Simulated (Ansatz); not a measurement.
# ClF (chlorine monofluoride) at CCSD/STO-3G

Aim: the electronic atomisation energy of ClF (chlorine monofluoride) at CCSD/STO-3G, from 3 runs. 

The calculation is run with Ansatz 0.2.0.

38 further runs of the same task are left out: 3 that didn't finish, 35 set aside as unsound or not needed.

## (1) Starting point

ClF: 2 atoms, total charge 0, spin state singlet. SMILES: `FCl`. Geometry: relaxed at PBE0-D4/def2-TZVP.

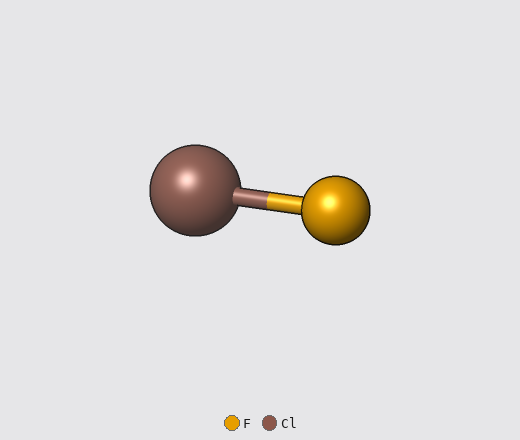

The structure, seen from a chosen angle (fluorine amber, chlorine brown).

## (2) A single-point energy at CCSD/STO-3G

in.yaml reads:

```yaml
crystal:
  periodic: [false, false, false]
  atoms:
    - {symbol: F, position_ang: [-0.000000, -0.000000, 0.031290]}
    - {symbol: Cl, position_ang: [0.000000, 0.000000, 1.650960]}
basis:
  gaussian:
    orbitals: STO-3G
correlation:
  method: ccsd
  frozen_orbitals: {Cl: 5, F: 1}
accuracy: high
scf:
  omitted_lower_state_checks: [cluster_reference, increment]
```

Run with:

```console
$ ansatz run in.yaml --threads 1 --pin off --max-ram 3480MiB --events-out events.jsonl --progress --plain --runs-dir runs
```

Standard output (excerpt; [...] marks lines left out):

```text
Warning: RAYON_NUM_THREADS=1 ignored (pool sized by the plan → 1); use --threads N
Functional definition: HF
  name "HF"
[...]
223 factors; integrals over basis functions are off by at most 3.2e-8 eV
[...]
mean field -15035.07947817 eV, -552.5289796798 hartree, gradient 1.5e-8 eV, S^2 0.000000; 0 other end points of the search recorded, 0 dependent functions left out
6 core orbitals not correlated: weight in the atoms' cores, before any rotation towards them, 1.000 or more for the frozen orbitals, at most 0.000 for the correlated occupied ones
reference -15035.07947817 eV, -552.5289796798 hartree; 7, 7 occupied and 1, 1 virtual orbitals, 223 factors
second order -0.82361613 eV of doubles, -0.00000000 eV of singles
cycle   1  -1.08450640 eV  change   -2.6e-1 eV  update   4.7e-2
[...]
cycle  16  -1.25055992 eV  change   -1.6e-9 eV  update  6.3e-10
Total energy: -15036.33003808 eV, -552.5749369090 hartree
Checks for a lower state left out: cluster_reference, increment
```

Wall time 0.1 s (1 thread of Arm Neoverse V1, shared host).

## (3) The Cl atom, same level

job.yaml reads:

```yaml
crystal:
  periodic: [false, false, false]
  atoms:
    - {symbol: Cl, position_ang: [0.000000, 0.000000, 0.000000]}
basis:
  gaussian:
    orbitals: STO-3G
magnetization:
  spin_polarized: true
  initial_magnetization: 1
correlation:
  method: ccsd
  frozen_orbitals: {Cl: 5}
accuracy: high
scf:
  omitted_lower_state_checks: [cluster_reference, increment]
```

Run the same way, it converges to -454.54219 Eh (log not shown).

## (4) The F atom at the same level

in.yaml reads:

```yaml
crystal:
  periodic: [false, false, false]
  atoms:
    - {symbol: F, position_ang: [0.000000, 0.000000, 0.000000]}
basis:
  gaussian:
    orbitals: STO-3G
total_charge: 0
magnetization:
  spin_polarized: true
  initial_magnetization: 1
correlation:
  method: ccsd
  frozen_orbitals: {F: 1}
accuracy: high
scf:
  omitted_lower_state_checks: [cluster_reference, increment]
```

Run the same way, it converges to -97.98651 Eh (log not shown).

## (5) Results

Level: CCSD/STO-3G, 6 core orbitals frozen.

```
                                             quantity          value
                               molecule: total energy  -552.57494 Eh
molecule: correlation energy (6 core orbitals frozen)      -46.0 mEh
                              molecule: T1 diagnostic          0.004
                                Cl atom: total energy  -454.54219 Eh
 Cl atom: correlation energy (5 core orbitals frozen)        0.0 mEh
           Cl atom: ⟨S²⟩ of the reference determinant          0.750
                               Cl atom: T1 diagnostic          0.000
                                 F atom: total energy   -97.98651 Eh
   F atom: correlation energy (1 core orbital frozen)        0.0 mEh
            F atom: ⟨S²⟩ of the reference determinant          0.750
                                F atom: T1 diagnostic          0.000
                        electronic atomisation energy       1.258 eV
```

**Reading.** Taking the molecule apart into free atoms costs 1.26 eV (29 kcal/mol), before zero-point energy and without spin-orbit coupling. In a minimal basis such a difference can be off by several eV, whatever the method.
